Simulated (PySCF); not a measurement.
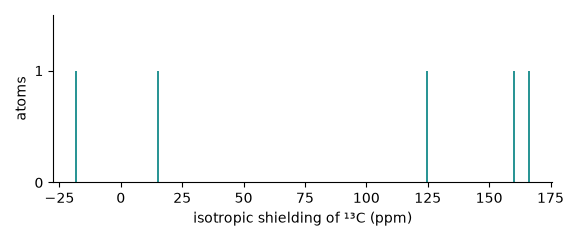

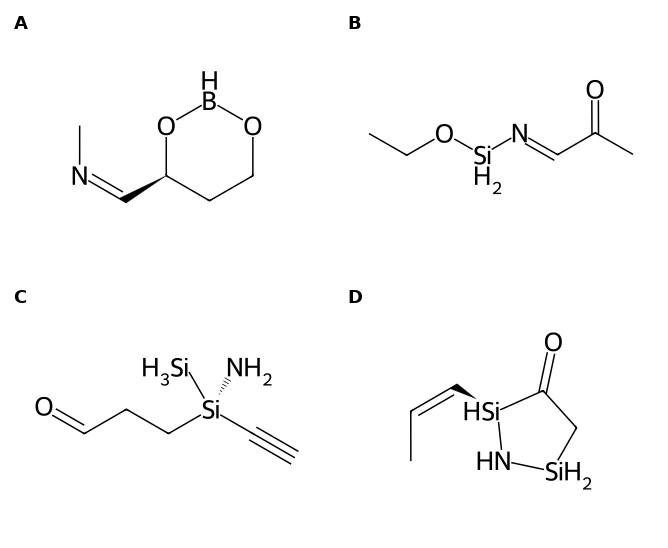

The sticks are computed shieldings of one of the molecules, for one fixed geometry (GFN2-xTB) without averaging over rotations. Low shielding means a high chemical shift. Method: GIAO PBE0/pcSseg-1 NMR shielding, non-relativistic, gas phase (PySCF 2.14.0).

### Which molecule gives this pattern?

B, `CCO[SiH2]/N=C/C(C)=O`. Its 5 C atoms give lines at −18.3, 15.3, 124.7, 160.2, 166.3 ppm.

The geometry is semi-empirical. Around Si such bond lengths and angles can be off by a tenth of an ångström or more and by several degrees, and values that hang on the shape move with them.
